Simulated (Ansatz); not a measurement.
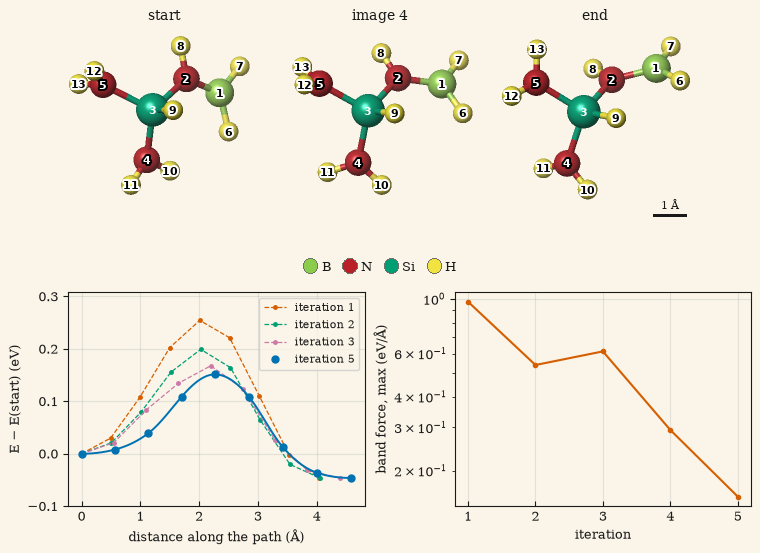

A search for the minimum-energy path of BSiN3H8 by the nudged elastic band. Images are numbered from 0 (start) to 8 (end). The plot follows the band through its iterations. Style: ball-and-stick. Shown at a tilt.

Theory: RKS CAM-B3LYP-D4/def2-SVP (Ansatz).

The input:
```yaml
crystal:
  periodic: [false, false, false]
  atoms:
    - { symbol: B, position_ang: [-2.01495, -0.764632, -0.471801] }
    - { symbol: "N", position_ang: [-0.990918, -0.519407, 0.440964] }
    - { symbol: Si, position_ang: [0.419297, 0.536937, 0.305724] }
    - { symbol: "N", position_ang: [0.814588, 0.530092, -1.362648] }
    - { symbol: "N", position_ang: [1.719293, -0.03042, 1.263889] }
    - { symbol: H, position_ang: [-2.001476, -0.215151, -1.551681] }
    - { symbol: H, position_ang: [-2.917172, -1.518978, -0.19078] }
    - { symbol: H, position_ang: [-1.058242, -0.998327, 1.336061] }
    - { symbol: H, position_ang: [0.085959, 1.859899, 0.90769] }
    - { symbol: H, position_ang: [0.096615, 0.341018, -2.052915] }
    - { symbol: H, position_ang: [1.543918, 1.131477, -1.727589] }
    - { symbol: H, position_ang: [2.036404, 0.445648, 2.098161] }
    - { symbol: H, position_ang: [2.287084, -0.832857, 1.019826] }
basis:
  gaussian: { orbitals: def2-SVP }
hamiltonian:
  xc: cam_b3lyp
  dispersion: d4
neb:
  order_check: false
  images: 7
  f_tol: 0.2
  max_iterations: 60
  initial_path: idpp
  final_atoms:
    - { symbol: B, position_ang: [-2.20976028, -0.73014424, 0.02363629] }
    - { symbol: "N", position_ang: [-0.81566527, -0.81763969, 0.04421657] }
    - { symbol: Si, position_ang: [0.35673511, 0.50128947, 0.057562] }
    - { symbol: "N", position_ang: [1.27191343, 0.78037713, -1.3668474] }
    - { symbol: "N", position_ang: [1.49777301, 0.02313619, 1.25276066] }
    - { symbol: H, position_ang: [-2.73942882, 0.35654498, 0.03146293] }
    - { symbol: H, position_ang: [-2.87718729, -1.73880243, 0.00162036] }
    - { symbol: H, position_ang: [-0.41984902, -1.75556105, 0.03855553] }
    - { symbol: H, position_ang: [-0.46089295, 1.72473337, 0.25588875] }
    - { symbol: H, position_ang: [0.90904221, 1.36143877, -2.11336639] }
    - { symbol: H, position_ang: [1.95543228, 0.1116038, -1.70346567] }
    - { symbol: H, position_ang: [2.36248828, 0.53975677, 1.36791588] }
    - { symbol: H, position_ang: [1.18979931, -0.39143406, 2.1249615] }
```

Run as
```bash
ansatz run input.yaml --threads 2 --pin off --max-ram 3072MiB --backend cpu --events-out ev --progress --plain --runs-dir out
```

> Did the band converge, and can the barrier be trusted?

The run is converged, with reservations. The band converged in 5 iterations. The largest component of the band force went from 0.98 to 0.16 eV/Å. The climbing image converged on the top of the path. Its curvatures weren't checked. The force threshold is loose. The first iteration put the highest image at 0.254 eV. The highest point, image 4, lies 0.151 eV above the start and 0.198 eV above the end; the end is at −0.046 eV relative to the start.

Cost: 88 s on 2 threads of AMD EPYC 9R14 (Zen 4), on a shared host, peak memory 0.35 GiB.
